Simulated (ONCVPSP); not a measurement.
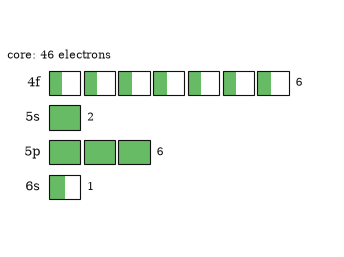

*The valence shells of the reference configuration: a box for each of the 2l + 1 orbitals, shaded by the share of the shell that is filled, with the electron count at the right.*

Pseudopotential generation for Sm

- system: samarium (Sm, Z = 62), core [Kr] 4d10, reference valence 4f6 5s2 5p6 6s1 (an ion of charge +1), valence charge 16.
- method: ONCV potential, LDA (Perdew-Wang 92), scalar-relativistic, made with ONCVPSP 4.0.1

Results in brief:

- outcome: generated, with a ghost state
- cutoffs needed: 131 Ha and 145 Ha (the cutoffs at which the residual kinetic energy of the hardest occupied pseudo-wave falls to 1 and 0.1 mHa per electron)
- ghost test: GHOST(-) flagged for s at -312.1 eV, p at -77.8 eV, d at -7.4 eV; GHOST(+) flagged for d at 21.1 eV
- largest excitation error: -44 meV (all-electron minus pseudo) for 4f6 5s2 5p5 6s2, out of 4 test configurations
- rms error of d²Exc/dni dnj: 9.00 mHa without and 5.86 mHa with the model core
- clearest signs, in the scattering phases, of states that the all-electron atom lacks: d near 0.8 Ha
- range over which the phases arctan(r R′/R) at the test radius agree within 0.05 rad (a looser test near the poles than one of phase shifts): s: up to about 2.0 Ha; p: from about -2.8 Ha upwards; f: over the whole range computed; d: not judged, the stored energies step over a narrow level
- hardware: 1 CPU thread, shared host
- wall time: 5.2 s

Notes:

The potential has a bound ghost state, so it can't be used as it stands. Warnings of the program, in the generation or the tests: wellstate: moderately localized bound state found for n= 5 l= 2; wellstate: negative energy specified for n= 6 l= 1.

Input file:
```
# ATOM AND REFERENCE CONFIGURATION
# atsym  z   nc   nv     iexc    psfile
  Sm 62.00    9    4  -001012      upf
#
#   n    l    f
    1    0    2.00
    2    0    2.00
    2    1    6.00
    3    0    2.00
    3    1    6.00
    3    2   10.00
    4    0    2.00
    4    1    6.00
    4    2   10.00
    4    3    6.00
    5    0    2.00
    5    1    6.00
    6    0    1.00
#
# PSEUDOPOTENTIAL AND OPTIMIZATION
# lmax
    3
#
#   l,   rc,      ep,       ncon, nbas, qcut
    0    2.60    0.00    4    8    3.80
    1    1.90    0.00    4    8    4.60
    2    2.80    0.40    4    7    2.90
    3    1.05    0.00    5    9   18.10
#
# LOCAL POTENTIAL
# lloc, lpopt,  rc(5),   dvloc0
    4    5    0.80    2.00
#
# VANDERBILT-KLEINMAN-BYLANDER PROJECTORs
# l, nproj, debl
    0    2    1.90
    1    2    0.80
    2    1    3.70
    3    3    2.70
#
# MODEL CORE CHARGE
# icmod, fcfact, rcfact
    3    5.25    1.00
#
# LOG DERIVATIVE ANALYSIS
# epsh1, epsh2, depsh
   -3.00    5.00    0.02
#
# OUTPUT GRID
# rlmax, drl
    6.00    0.01
#
# TEST CONFIGURATIONS
# ncnf
    4
# nvcnf
#   n    l    f
    4
    4    3    6.00
    5    0    2.00
    5    1    6.00
    6    0    2.00
#
    4
    4    3    6.00
    5    0    2.00
    5    1    6.00
    6    0    0.00
#
    4
    4    3    5.00
    5    0    2.00
    5    1    6.00
    6    0    0.00
#
    4
    4    3    6.00
    5    0    2.00
    5    1    5.00
    6    0    2.00
#
```

Run as:
```bash
oncvpsp.x < Sm.dat > Sm.out
```

Output (extracts):
```
ONCVPSP  (Optimized Norm-Conservinng Vanderbilt PSeudopotential)
scalar-relativistic version 4.0.1

#   n    l    f        energy (Ha)
    1    0    2.00    -1.7140297E+03
    2    0    2.00    -2.8031787E+02
    2    1    6.00    -2.5018900E+02
    3    0    2.00    -6.1572471E+01
    3    1    6.00    -5.2153959E+01
    3    2   10.00    -3.9374127E+01
    4    0    2.00    -1.2397482E+01
    4    1    6.00    -9.3004950E+00
    4    2   10.00    -4.9553032E+00
    4    3    6.00    -3.2495838E-01
    5    0    2.00    -1.8239972E+00
    5    1    6.00    -1.0855906E+00
    6    0    1.00    -3.1886942E-01

Reference configufation results
  iterations    36
  all-electron total energy (Ha)   -1.04197720D+04

Begin loop to  construct optimized pseudo wave functions
and semi-local pseudopoentials for all angular momenta

Calculating optimized projector #   1

 for l=   0

    Fraction of norm inside rc  0.982247
    Optimizing pswf for qcut=   3.80 a_B^-1,  ecut=   7.23 Ha
    Residual kinetic energy error=  2.18D-05 Ha

    Energy error per electron        Cutoff
         Ha          eV             Ha
         0.01000     0.27211        2.54
         0.00100     0.02721        3.50
         0.00010     0.00272        4.46
         0.00001     0.00027       15.38

Calculating optimized projector #   2

 for l=   0

    Fraction of norm inside rc  0.139027
    Optimizing pswf for qcut=   3.80 a_B^-1,  ecut=   7.23 Ha
    Residual kinetic energy error=  1.18D-04 Ha

    Energy error per electron        Cutoff
         Ha          eV             Ha
         0.01000     0.27211        2.18
         0.00100     0.02721        3.63
         0.00010     0.00272        7.57
         0.00001     0.00027       29.44

WARNING wellstate: negative energy specified for n= 6 l=  1
WARNING scattering state with energy  0.25000000
WARNING will be used for the first projector

   Wellstate for l =  1  n =  6
     eigenvalue =   0.2500
     asymptotic potential =   0.7500
     half-point radius =  3.2893

Calculating optimized projector #   1

 for l=   1

    Fraction of norm inside rc  0.703641
    Optimizing pswf for qcut=   4.60 a_B^-1,  ecut=  10.59 Ha
    Residual kinetic energy error=  1.11D-03 Ha

    Energy error per electron        Cutoff
         Ha          eV             Ha
         0.01000     0.27211        4.57
         0.00100     0.02721       11.24
         0.00010     0.00272       50.99
         0.00001     0.00027       60.38

Calculating optimized projector #   2

 for l=   1

    Fraction of norm inside rc  0.126617
    Optimizing pswf for qcut=   4.60 a_B^-1,  ecut=  10.59 Ha
    Residual kinetic energy error=  9.60D-04 Ha

    Energy error per electron        Cutoff
         Ha          eV             Ha
         0.01000     0.27211        4.60
         0.00100     0.02721       10.50
         0.00010     0.00272       23.32
         0.00001     0.00027       53.35

WARNING wellstate: moderately localized bound state found for n= 5 l=  2
WARNING scattering state with energy  0.05000000
WARNING will be used for the first projector

   Wellstate for l =  2  n =  6
     eigenvalue =   0.0500
     asymptotic potential =   0.5500
     half-point radius =  8.2023

Calculating optimized projector #   1

 for l=   2

    Fraction of norm inside rc  0.172947
    Optimizing pswf for qcut=   2.90 a_B^-1,  ecut=   4.19 Ha
    Residual kinetic energy error=  1.00D-02 Ha

    Energy error per electron        Cutoff
         Ha          eV             Ha
         0.01000     0.27211        4.18
         0.00100     0.02721       12.17
         0.00010     0.00272       21.41
         0.00001     0.00027       24.39

   Wellstate for l =  3  n =  6
     eigenvalue =   2.3750
     asymptotic potential =   2.8750
     half-point radius =  3.1198

   Wellstate for l =  3  n =  7
     eigenvalue =   5.0750
     asymptotic potential =   5.5750
     half-point radius =  2.8541

Calculating optimized projector #   1

 for l=   3

    Fraction of norm inside rc  0.648912
    Optimizing pswf for qcut=  18.12 a_B^-1,  ecut= 164.12 Ha
    Residual kinetic energy error=  6.54D-06 Ha

    Energy error per electron        Cutoff
         Ha          eV             Ha
         0.01000     0.27211      113.34
         0.00100     0.02721      131.24
         0.00010     0.00272      145.34
         0.00001     0.00027      159.58

Calculating optimized projector #   2

 for l=   3

    Fraction of norm inside rc  0.049932
    Optimizing pswf for qcut=  18.12 a_B^-1,  ecut= 164.12 Ha
    Residual kinetic energy error=  2.41D-06 Ha

    Energy error per electron        Cutoff
         Ha          eV             Ha
         0.01000     0.27211      102.87
         0.00100     0.02721      125.61
         0.00010     0.00272      142.87
         0.00001     0.00027      156.34

Calculating optimized projector #   3

 for l=   3

    Fraction of norm inside rc  0.041204
    Optimizing pswf for qcut=  18.12 a_B^-1,  ecut= 164.12 Ha
    Residual kinetic energy error=  9.04D-06 Ha

    Energy error per electron        Cutoff
         Ha          eV             Ha
         0.01000     0.27211      109.58
         0.00100     0.02721      132.30
         0.00010     0.00272      149.57
         0.00001     0.00027      164.28

Construct Vanderbilt / Kleinmman-Bylander projectors

B matrix Hermiticity error, ll=   0
   1   2    1.2591E-04

  Orthonormal projector coefficients  1.8958E+01  9.9157E-01

B matrix Hermiticity error, ll=   1
   1   2    1.4895E-04

  Orthonormal projector coefficients  1.3679E+01  1.4030E+00

B matrix Hermiticity error, ll=   3
   1   2   -4.6186E-04
   1   3    7.4414E-04
   2   3    1.5814E-04

  Orthonormal projector coefficients -3.2017E+01 -1.4708E+01 -3.2381E+00

Model core correction analysis
  based on d2Exc/dn_idn_j

d2excae - all-electron derivatives

   -1.753179D-02   -1.256513D-02   -9.997531D-03   -2.198569D-03
   -1.256492D-02   -2.306919D-02   -2.054301D-02   -2.389544D-03
   -9.997332D-03   -2.054299D-02   -2.089568D-02   -4.517051D-03
   -2.197136D-03   -2.389178D-03   -4.514861D-03   -3.614705D-02

d2excps - pseudofunction derivatives with no core correction

   -4.573473D-02   -2.726792D-02   -1.495629D-02   -3.638481D-03
   -2.726862D-02   -2.609951D-02   -2.088003D-02   -2.853939D-03
   -1.495636D-02   -2.087990D-02   -2.289924D-02   -4.537175D-03
   -3.637183D-03   -2.853626D-03   -4.534985D-03   -3.620469D-02

rms 2nd derivative error    8.996405E-03

rmatch, rhocmatch    0.9909    8.3442

Teter function model core charge with specified parameters

d2excps - pseudofunction derivatives with core correction

   -3.525049D-02   -2.263235D-02   -1.371043D-02   -3.127952D-03
   -2.263247D-02   -2.314115D-02   -2.007972D-02   -2.529955D-03
   -1.371031D-02   -2.007955D-02   -2.253259D-02   -4.461865D-03
   -3.126562D-03   -2.529583D-03   -4.459674D-03   -3.616814D-02

rms 2nd derivative error    5.858307E-03

Pseudoatom total energy  -81.837726

Diagnostic tests using Vanderbilt-Kleinman-Bylander pseudopotentials
  1 or more projectors used as specified by nproj input data

   l    rcore       rmatch      e in        delta e   norm test  slope test

   0   2.6115324   2.6908242  -1.8239972   0.0000007   1.0001272   1.0001165
   0   2.6115324   2.6908242  -0.3188694   0.0000006   1.0000181   1.0000146

   1   1.9019647   1.9597124  -1.0855906  -0.0000035   1.0001053   1.0001196
   1   1.9019647   1.9597124   0.2500000   0.0000033   1.0002373   1.0002373

   2   2.8058935   2.8910866   0.0500000  -0.0000000   0.9999996   0.9999996

   3   1.0519676   1.0839076  -0.3249584  -0.0000506   1.0002613   1.0000552
   3   1.0519676   1.0839076   2.3750416  -0.0000123   1.0005772   1.0005772
   3   1.0519676   1.0839076   5.0750416   0.0002817   1.0006784   1.0006784

 Testing for bound ghosts
   n   l    E NL Schr. Eq   E Basis Diag.   E Cutoff

       0                      -11.470286     38.92  WARNING - GHOST(-)
   1   0       -1.823997       -1.823975     38.92
   2   0       -0.318869       -0.313141     38.92

       1                       -2.859175     83.67  WARNING - GHOST(-)
   2   1       -1.085594       -1.085485     83.67

       2                       -0.272263     24.52  WARNING - GHOST(-)

   4   3       -0.325009       -0.309695    551.61

 Testing for highly-localized positive-energy ghosts
       l    <radius>/rc     E Basis Diag.   E Cutoff

       2        0.354252        0.776279     24.52  WARNING - GHOST(+)

Test configuration 0

   n   l     f        eae           eps        diff
   1   0  2.0000-1714.02969378
   2   0  2.0000 -280.31787033
   2   1  6.0000 -250.18899629
   3   0  2.0000  -61.57247086
   3   1  6.0000  -52.15395898
   3   2 10.0000  -39.37412686
   4   0  2.0000  -12.39748236
   4   1  6.0000   -9.30049500
   4   2 10.0000   -4.95530319
   4   3  6.0000   -0.32495838   -0.32500896   -5.06D-05
   5   0  2.0000   -1.82399725   -1.82399659    6.62D-07
   5   1  6.0000   -1.08559064   -1.08559416   -3.52D-06
   6   0  1.0000   -0.31886942   -0.31886882    5.92D-07

    Total energies and differences
      AE_ref= -1.04197720D+04  AE_tst= -1.04197720D+04  dif=  0.00D+00
      PS_ref= -8.18377257D+01  PS_tst= -8.18377257D+01  dif= -2.13D-13
      PSP excitation error=  2.13D-13

Test configuration 1

   n   l     f        eae           eps        diff
   1   0  2.0000-1713.80170275
   2   0  2.0000 -280.09095921
   2   1  6.0000 -249.96194935
   3   0  2.0000  -61.34693434
   3   1  6.0000  -51.92839324
   3   2 10.0000  -39.14843123
   4   0  2.0000  -12.17138602
   4   1  6.0000   -9.07420204
   4   2 10.0000   -4.72869248
   4   3  6.0000   -0.09804362   -0.09749137    5.52D-04
   5   0  2.0000   -1.59468649   -1.59515065   -4.64D-04
   5   1  6.0000   -0.85713481   -0.85727768   -1.43D-04
   6   0  2.0000   -0.13676423   -0.13679945   -3.52D-05

    Total energies and differences
      AE_ref= -1.04197720D+04  AE_tst= -1.04199982D+04  dif= -2.26D-01
      PS_ref= -8.18377257D+01  PS_tst= -8.20637023D+01  dif= -2.26D-01
      PSP excitation error= -1.91D-04

Test configuration 2

   n   l     f        eae           eps        diff
   1   0  2.0000-1714.29529892
   2   0  2.0000 -280.58167255
   2   1  6.0000 -250.45299677
   3   0  2.0000  -61.83413885
   3   1  6.0000  -52.41566922
   3   2 10.0000  -39.63603759
   4   0  2.0000  -12.65989930
   4   1  6.0000   -9.56318857
   4   2 10.0000   -5.21843285
   4   3  6.0000   -0.58805116   -0.58940914   -1.36D-03
   5   0  2.0000   -2.09018958   -2.08972690    4.63D-04
   5   1  6.0000   -1.34951500   -1.34928989    2.25D-04

    Total energies and differences
      AE_ref= -1.04197720D+04  AE_tst= -1.04193571D+04  dif=  4.15D-01
      PS_ref= -8.18377257D+01  PS_tst= -8.14227683D+01  dif=  4.15D-01
      PSP excitation error= -7.14D-05

Test configuration 3

   n   l     f        eae           eps        diff
   1   0  2.0000-1714.94093902
   2   0  2.0000 -281.24927781
   2   1  6.0000 -251.11735070
   3   0  2.0000  -62.53109430
   3   1  6.0000  -53.11191427
   3   2 10.0000  -40.32960843
   4   0  2.0000  -13.33824965
   4   1  6.0000  -10.23566465
   4   2 10.0000   -5.88054031
   4   3  5.0000   -1.20376356   -1.20696275   -3.20D-03
   5   0  2.0000   -2.62138297   -2.64400939   -2.26D-02
   5   1  6.0000   -1.84503115   -1.84306152    1.97D-03

    Total energies and differences
      AE_ref= -1.04197720D+04  AE_tst= -1.04184693D+04  dif=  1.30D+00
      PS_ref= -8.18377257D+01  PS_tst= -8.05342501D+01  dif=  1.30D+00
      PSP excitation error= -8.04D-04

Test configuration 4

   n   l     f        eae           eps        diff
   1   0  2.0000-1714.22417252
   2   0  2.0000 -280.50211383
   2   1  6.0000 -250.37474835
   3   0  2.0000  -61.74599459
   3   1  6.0000  -52.32776524
   3   2 10.0000  -39.54874753
   4   0  2.0000  -12.57325471
   4   1  6.0000   -9.47729572
   4   2 10.0000   -5.13334409
   4   3  6.0000   -0.49624585   -0.49268221    3.56D-03
   5   0  2.0000   -1.98940210   -1.98936025    4.19D-05
   5   1  5.0000   -1.23511642   -1.23641690   -1.30D-03
   6   0  2.0000   -0.37094131   -0.37075665    1.85D-04

    Total energies and differences
      AE_ref= -1.04197720D+04  AE_tst= -1.04189577D+04  dif=  8.14D-01
      PS_ref= -8.18377257D+01  PS_tst= -8.10217683D+01  dif=  8.16D-01
      PSP excitation error= -1.62D-03
```

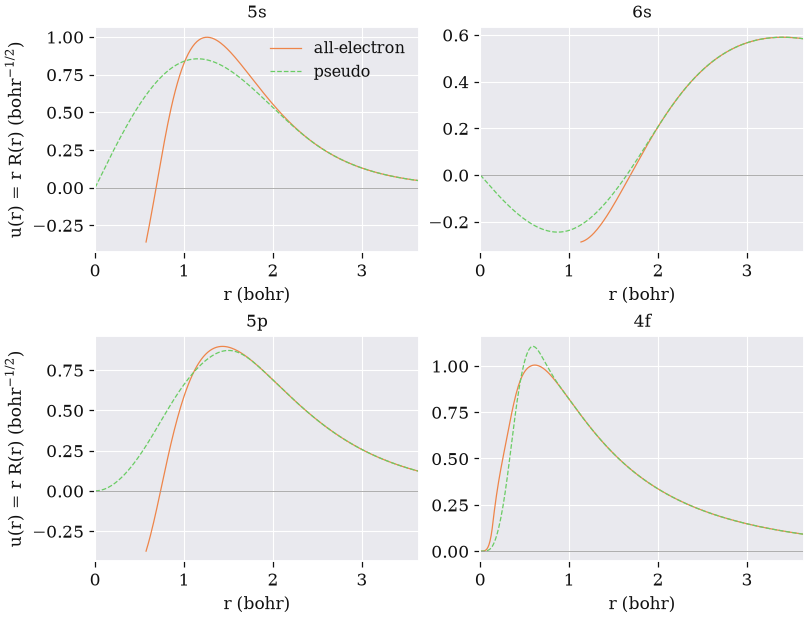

*Pseudo-waves (dashed) against the all-electron radial functions (solid). The innermost oscillations of some all-electron curves aren't drawn. Reference configuration 4f6 5s2 5p6 6s1.*

- Matching radii: 5s at 2.60 bohr; 6s at 2.60 bohr; 5p at 1.90 bohr; 4f at 1.05 bohr. The curves merge smoothly, so the plot gives these only roughly.
- Nodes of the pseudo-waves: 5s has no node; 6s has a node at about 1.6 bohr; 5p has no node; 4f has no node. A node in 6s is expected, since a lower shell of the same l is also in the valence and the two must stay orthogonal. The potential isn't sound: its ghost test gives GHOST(-) flagged for s at -312.1 eV, p at -77.8 eV, d at -7.4 eV; GHOST(+) flagged for d at 21.1 eV.

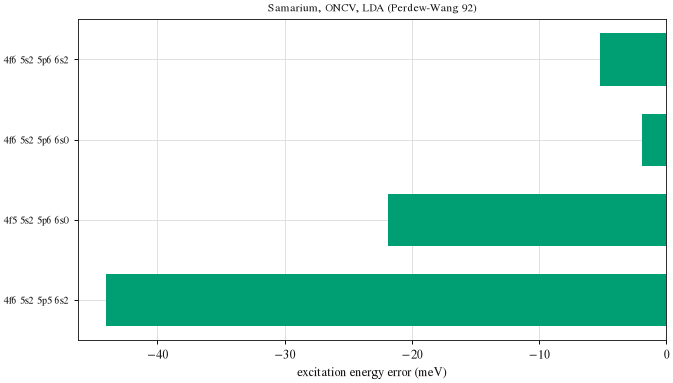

*Errors, all-electron minus pseudo, of the energies of valence configurations relative to the unpolarised reference 4f6 5s2 5p6 6s1.*

- Worst configuration: 4f6 5s2 5p5 6s2 (charge +1): the error is -44 meV on an all-electron energy of +22.16 eV relative to the reference, or 0.2 %.
- Errors in meV: 4f6 5s2 5p6 6s2: -5.2; 4f6 5s2 5p6 6s0: -1.9; 4f5 5s2 5p6 6s0: -22; 4f6 5s2 5p5 6s2: -44.
- Configurations within 10 meV and within 50 meV: 2 and 4 of 4.

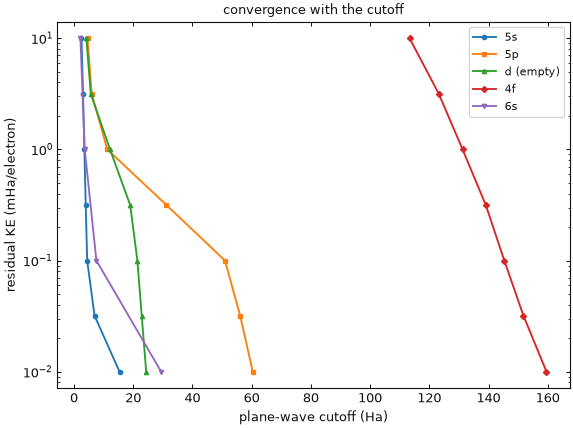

*Residual kinetic energy of the pseudo-waves (the first of each channel, and further valence shells) beyond the plane-wave cutoff, as the generator prints it.*

- Cutoffs for 1 mHa per electron: 4f: 131 Ha; d (empty): 12 Ha; 5p: 11 Ha; 6s: 3.6 Ha; 5s: 3.5 Ha.
- Hardest wave at 1 mHa per electron: 4f, with rc = 1.05 bohr and qcut = 18.1 1/bohr. The optimisation minimises, but can't always remove, the kinetic energy above qcut²/2 = 163.8 Ha, and a larger rc would as a rule soften the wave at some cost in transferability.
- Cutoffs for the occupied states: 131 Ha for 1 mHa and 145 Ha for 0.1 mHa per electron. The first is set by 4f.
